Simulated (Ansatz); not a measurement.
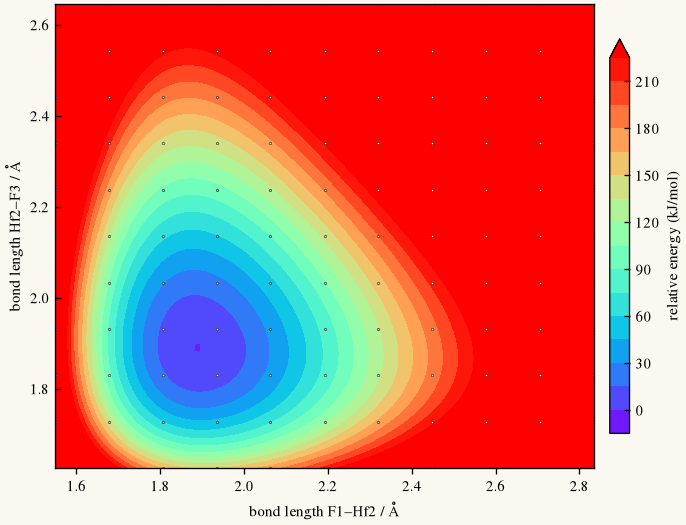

BrF3Hf, SMILES [F][Hf]([F])([F])[Br]. The first coordinate is: bond length F1–Hf2; the second: bond length Hf2–F3. Nothing is relaxed (all other coordinates rigid). The scan uses an 11 × 11 grid. Points are written as (first, second). All energies are given in kJ/mol relative to the relaxed molecule at the same level. The reference is spin-restricted, which grows unreliable where a bond is stretched far. Computed with RKS PBE0-D4/def2-TZVP (Ansatz).

The picture shows filled contours, dots at the grid points, one colour for all values above the top of the scale. Between grid points the surface is interpolated.

Question: Estimate the position of the minimum and the force constants in these coordinates.

Answer: The interpolated minimum is at bond length F1–Hf2 ≈ 1.890 Å, bond length Hf2–F3 ≈ 1.890 Å. The curvatures there are about 28 eV/Å² and 28 eV/Å², with a cross term of about 2 eV/Å². Round the minimum the two coordinates are weakly coupled (coupling 0.05 in units of the two stiffnesses). (1 eV is 96.5 kJ/mol.)
